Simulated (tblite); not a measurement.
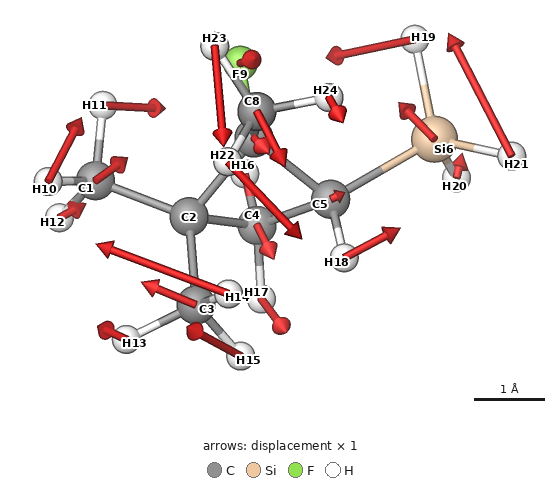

This is a relaxation of C7H15FSi. The starting structure is drawn; red arrows show the displacements, at their true length. The two geometries are superimposed by the best rigid fit.

Style: ball-and-stick. Shown from a free direction.

Level of theory: GFN2-xTB geometry optimisation, gas phase in tblite 0.8.0. 

Q: Atoms of which element are displaced furthest, and by how much?

A: Hydrogen: up to 2.11 Å, against 1.03 Å for fluorine.

Q: Describe the change and its energy.

A: The energy falls by 1.348 eV in 213 geometry steps. The atom that moves furthest after the best rigid fit is an H atom (2.11 Å). By element the largest moves are H 2.11 Å, F 1.03 Å, C 0.99 Å, Si 0.92 Å. Near-neighbour distances that change, for instance: C–Si 1.845 → 1.902 Å, C–H 1.132 → 1.088 Å, C–C 1.482 → 1.516 Å, C–C 1.523 → 1.555 Å. Among the angles between lasting bonds that change: C–C–C 118.4° → 109.6°, H–C–H 117.3° → 108.7°, C–C–C 107.8° → 114.7°. Groups turn about C–C by about 50°, C–C by about 45°, C–C by about 45°. Cost: 3.4 s on 1 thread of Arm Neoverse N1 (shared host).
